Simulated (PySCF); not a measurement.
Consider C$_{3}$H$_{9}$OP.

```yaml
atoms:
  - { symbol: C, position_ang: [1.6336, 0.1011, -0.4091] }
  - { symbol: P, position_ang: [0.1026, -0.1993, 0.5538] }
  - { symbol: C, position_ang: [-0.8871, -1.3571, -0.4668] }
  - { symbol: C, position_ang: [-0.8147, 1.3876, 0.5052] }
  - { symbol: O, position_ang: [0.3553, -0.6885, 1.9148] }
  - { symbol: H, position_ang: [1.4254, 0.4586, -1.4122] }
  - { symbol: H, position_ang: [2.2307, 0.8329, 0.1309] }
  - { symbol: H, position_ang: [2.1894, -0.8332, -0.4541] }
  - { symbol: H, position_ang: [-1.8356, -1.5249, 0.0393] }
  - { symbol: H, position_ang: [-1.0623, -0.9752, -1.4672] }
  - { symbol: H, position_ang: [-0.3508, -2.3024, -0.5177] }
  - { symbol: H, position_ang: [-0.9867, 1.7303, -0.5100] }
  - { symbol: H, position_ang: [-0.2360, 2.1269, 1.0552] }
  - { symbol: H, position_ang: [-1.7647, 1.2427, 1.0157] }
```

Geometry: GFN2-xTB.

Theory: PBE0/def2-SVPD, SCF density, gas phase (PySCF).

What will maps of the electron density and electron localisation function show?

C–P (1.83 Å): the density is about 1.2 e/Å³ at the midpoint; the ELF peaks at about 0.95 between the atoms: a covalent bond.
C–H (1.09 Å): the density is about 1.9 e/Å³ at the midpoint; the ELF climbs to about 1 towards the hydrogen, as it does in any bond to H (an ordinary covalent bond to hydrogen).

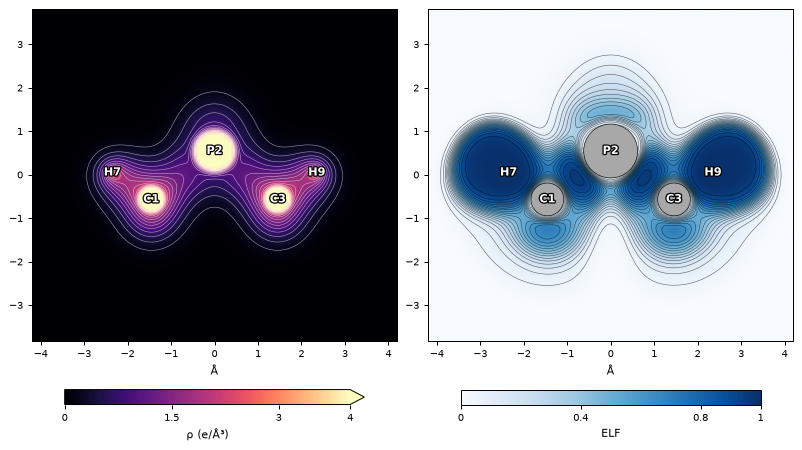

Computed electron density and electron localisation function on the plane of atoms C1, P2 and C3, in this order. Grey discs cover the atomic cores in the ELF map. 
